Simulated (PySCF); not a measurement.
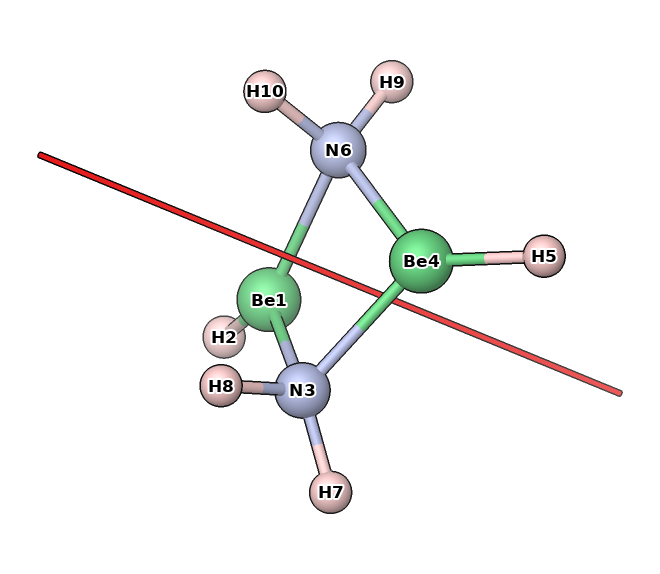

A line through the centre of mass is drawn in. Atoms fade into the background with distance from the viewer. The computed structure is the end point of a PBE0-D3(BJ)/def2-SVP optimisation. No frequency run is at hand to confirm it as a minimum.

Is the line a proper rotation axis of the structure, and of what order?

Answer. Yes, a C2 axis. A turn by 180° leaves no atom in place and moves Be1 ↔ Be4; H2 ↔ H5; N3 ↔ N6; H7 ↔ H9; H8 ↔ H10. The point group is C2v.
